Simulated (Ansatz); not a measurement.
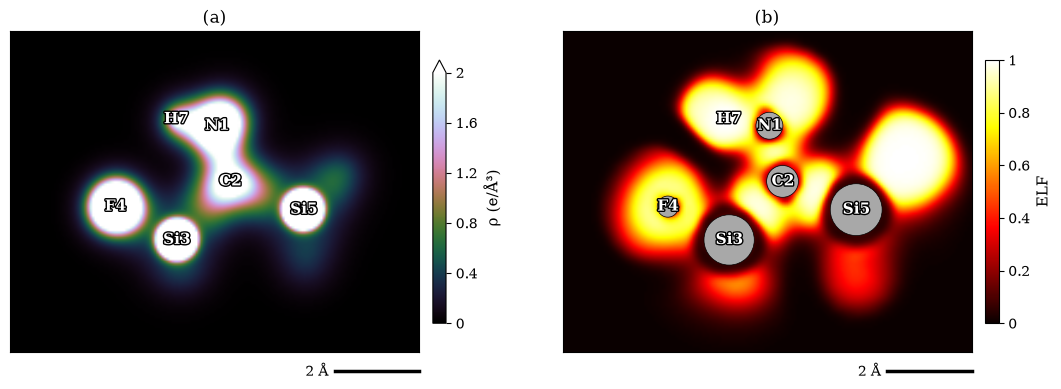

Figure 1: CH5F2NSi2 (SMILES N=C([SiH2]F)[SiH2]F). (a) total electron density; (b) electron localisation function on the plane of atoms Si3, C2 and Si5. Grey discs cover the atomic cores in the ELF map.

Theory: SCF r2SCAN, Gaussian basis in Ansatz.

The calculation's input:

```
crystal:
  periodic: [false, false, false]
  atoms:
    - { symbol: "N", position_ang: [1.8901, -0.3777, -0.5245] }
    - { symbol: C, position_ang: [0.6083, -0.0698, -0.2131] }
    - { symbol: Si, position_ang: [-0.4782, -1.088, 0.9288] }
    - { symbol: F, position_ang: [0.4577, -2.4125, 1.2883] }
    - { symbol: Si, position_ang: [-0.3166, 1.4006, -0.9007] }
    - { symbol: F, position_ang: [-1.2756, 2.016, 0.2621] }
    - { symbol: H, position_ang: [2.2026, -1.1893, -0.066] }
    - { symbol: H, position_ang: [-1.686, -1.4843, 0.3003] }
    - { symbol: H, position_ang: [-0.7236, -0.3704, 2.2629] }
    - { symbol: H, position_ang: [0.5806, 2.5055, -1.3123] }
    - { symbol: H, position_ang: [-1.194, 1.0128, -2.0051] }
basis:
  gaussian:
    orbitals: def2-SVP
hamiltonian:
  xc: r2scan
output:
  orbitals: {}
```

Command:

```sh
python energy.py
```

Q: What does the map show?

A: Atoms in the plane: N, C, Si, F and H.
C–N (1.35 Å): ρ is about 2.3 e/Å³ halfway; the ELF peaks at about 0.90 between the atoms, as expected for localised, covalent bonding.
C–Si (1.87 Å): ρ at the midpoint is about 0.99 e/Å³; the ELF peaks at about 0.95 between the atoms: a covalent bond.
N–H (0.98 Å): ρ at the midpoint is about 3.1 e/Å³; the ELF climbs to about 1 towards the hydrogen, as it does in any bond to H (a covalent bond by its length).
The ELF also peaks beside F4 and N1, away from the bonds: lone-pair regions.
